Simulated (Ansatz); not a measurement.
# doublet [SF2]+ at 4 levels

Aim: a comparison of 4 runs (UHF/STO-3G, U-r2SCAN0/def2-TZVP, UBHLYP/def2-TZVP, UPBE-QIDH/def2-TZVP) of doublet [SF2]+. 

The results are computed with Ansatz 0.2.0.

42 further runs of the same task are left out: 42 set aside as unsound or not needed.

## Step 1: The structure to begin with

[SF2]+: 3 atoms, total charge +1, spin state doublet. SMILES of the parent species: `FSF`. The shape is that of a PBE0-D4/def2-TZVP optimisation. That shape belongs to the parent species and isn't relaxed for this state.

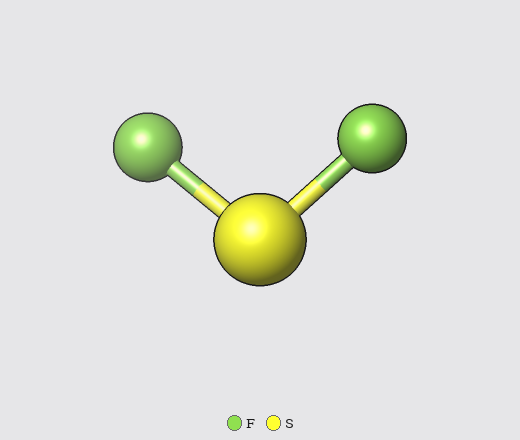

Viewed from a chosen angle; fluorine green, sulfur yellow.

## Step 2: A single-point energy at UHF/STO-3G (run 1)

Contents of job.yaml:

```yaml
crystal:
  periodic: [false, false, false]
  atoms:
    - {symbol: F, position_ang: [0.440140, 1.116450, 0.365400]}
    - {symbol: S, position_ang: [-0.601990, 0.126530, -0.315250]}
    - {symbol: F, position_ang: [0.161840, -1.242970, -0.050150]}
basis:
  gaussian: {orbitals: STO-3G}
output: {orbitals: {seedname: orbitals}}
magnetization: {spin_polarized: true, initial_magnetization: 1}
hamiltonian: {xc: hf}
total_charge: 1
accuracy: high
```

On the command line:

```sh
$ ansatz run job.yaml --threads 1 --pin off --max-ram 3480MiB --events-out events.jsonl --progress --plain --runs-dir runs
```

The log of the run:

```text
Warning: RAYON_NUM_THREADS=1 ignored (pool sized by the plan → 1); use --threads N
Functional definition: HF
  name "HF"
  exchange = exact_x
  correlation = 0
337 factors; integrals over basis functions are off by at most 2.8e-8 eV
mean field evaluation 1: about -16019.8395 eV, gradient 2.3e1 eV
mean field evaluation 2: about -16019.9366 eV, gradient 2.3e1 eV
mean field evaluation 4: about -16025.0011 eV, gradient 1.8e0 eV
mean field evaluation 8: about -16025.1339 eV, gradient 1.6e-1 eV
mean field evaluation 16: about -16025.1314 eV, gradient 1.9e-8 eV
mean field -16025.13142781 eV, -588.9127177477 hartree, gradient 1.9e-8 eV, S^2 0.766768; 0 other end points of the search recorded, 0 dependent functions left out
reference -16025.13142781 eV, -588.9127177477 hartree; 17, 16 occupied and 2, 3 virtual orbitals, 337 factors
Total energy: -16025.13142781 eV, -588.9127177477 hartree
```

It took 0.16 s on 1 thread of Arm Neoverse V1, shared host.

## Step 3: The energy at U-r2SCAN0/def2-TZVP (run 2)

Contents of input.yaml:

```yaml
crystal:
  periodic: [false, false, false]
  atoms:
    - symbol: F
      position_ang: [0.440140, 1.116450, 0.365400]
    - symbol: S
      position_ang: [-0.601990, 0.126530, -0.315250]
    - symbol: F
      position_ang: [0.161840, -1.242970, -0.050150]
basis:
  gaussian:
    orbitals: def2-TZVP
total_charge: 1
magnetization:
  spin_polarized: true
  initial_magnetization: 1
hamiltonian:
  xc: {name: r2SCAN0}
accuracy: high
output: {orbitals: {seedname: orbitals}}
```

On the command line:

```sh
$ ansatz run input.yaml --threads 1 --pin off --max-ram 3480MiB --events-out events.jsonl --progress --plain --runs-dir runs
```

The log of the run:

```text
Warning: RAYON_NUM_THREADS=1 ignored (pool sized by the plan → 1); use --threads N
Functional definition: r2SCAN0
  name "r2SCAN0"
  parameter a = 0.25
  parameter k0 = 0.174
  parameter k1 = 0.065
  parameter a1 = 4.9479
  exchange = (1 - a)*r2scan_x(k0 = k0, k1 = k1, a1 = a1) + a*exact_x
  correlation = r2scan_c
1532 factors; integrals over basis functions are off by at most 3.3e-9 eV
mean field evaluation 1: about -16245.6401 eV, gradient 6.0e1 eV
mean field evaluation 2: about -16202.1690 eV, gradient 1.3e2 eV
mean field evaluation 4: about -16256.1713 eV, gradient 2.3e0 eV
mean field evaluation 8: about -16256.3590 eV, gradient 3.2e-1 eV
mean field evaluation 16: about -16256.3596 eV, gradient 9.2e-4 eV
mean field -16256.35957398 eV, -597.4101953875 hartree, gradient 1.6e-8 eV, S^2 0.759924; 0 other end points of the search recorded, 0 dependent functions left out
reference -16256.35957477 eV, -597.4101954167 hartree; 17, 16 occupied and 82, 83 virtual orbitals, 1532 factors
Total energy: -16256.35957477 eV, -597.4101954167 hartree
```

Wall time 16 s (1 thread of Arm Neoverse V1, shared host); peak memory 0.39 GiB.

Run 3 isn't shown in full; the table further down has it.

## Step 4: A single-point energy at UPBE-QIDH/def2-TZVP (run 4)

Contents of job.yaml:

```yaml
basis:
  gaussian:
    orbitals: def2-TZVP
crystal:
  periodic: [false, false, false]
  atoms:
    - {symbol: F, position_ang: [0.440140, 1.116450, 0.365400]}
    - {symbol: S, position_ang: [-0.601990, 0.126530, -0.315250]}
    - {symbol: F, position_ang: [0.161840, -1.242970, -0.050150]}
total_charge: 1
magnetization:
  spin_polarized: true
  initial_magnetization: 1
hamiltonian:
  xc: {name: PBE-QIDH}
correlation:
  frozen_orbitals: {F: 1, S: 5}
accuracy: high
output: {orbitals: {seedname: orbitals}}
```

On the command line:

```sh
$ ansatz run job.yaml --threads 1 --pin off --max-ram 3480MiB --events-out events.jsonl --progress --plain --runs-dir runs
```

The log of the run (excerpt; [...] marks lines left out):

```text
Warning: RAYON_NUM_THREADS=1 ignored (pool sized by the plan → 1); use --threads N
Functional definition: PBE-QIDH
  name "PBE-QIDH"
[...]
1532 factors; integrals over basis functions are off by at most 3.3e-9 eV
[...]
mean field -16241.50533697 eV, -596.8643122459 hartree, gradient 5.6e-8 eV, S^2 0.764250; 0 other end points of the search recorded, 0 dependent functions left out
7 core orbitals not correlated: weight in the atoms' cores, before any rotation towards them, 1.000 or more for the frozen orbitals, at most 0.000 for the correlated occupied ones
reference -16241.50533759 eV, -596.8643122689 hartree; 10, 9 occupied and 82, 83 virtual orbitals, 1532 factors
second order -20.01300088 eV of doubles, -0.00000000 eV of singles
Total energy: -16248.17633789 eV, -597.1094670079 hartree
```

Run time: 9.9 s. Hardware: 1 thread of Arm Neoverse V1, shared host; peak memory 0.31 GiB.

## Step 5: Overview of the runs

```csv
run,level,frozen core orbitals,energy (Eh),HOMO energy (eV),LUMO energy (eV),⟨S²⟩,wall time
1,UHF/STO-3G,–,-588.912718,-19.90,-6.56,0.767,0.16 s
2,U-r2SCAN0/def2-TZVP,–,-597.410195,-17.78,-12.76,0.760,16 s
3,UBHLYP/def2-TZVP,–,-597.472473,-19.10,-11.96,0.759,7.8 s
4,UPBE-QIDH/def2-TZVP,7,-597.109467,-20.38,-10.67,0.764,9.9 s
```

## Step 6: What came out

| quantity | value |
| --- | --- |
| run 4: total energy | -597.10947 Eh |
| run 4: HOMO energy (SCF part's orbitals) (highest over α and β) | -20.38 eV |
| run 4: LUMO energy (SCF part's orbitals) (lowest over α and β) | -10.67 eV |
| run 4: ⟨S²⟩ | 0.764 |

**Reading.** Totals of different functionals can't be ranked against each other. In run 1 the basis is minimal, so the values are rough. All runs together took 34 s, the longest 16 s.
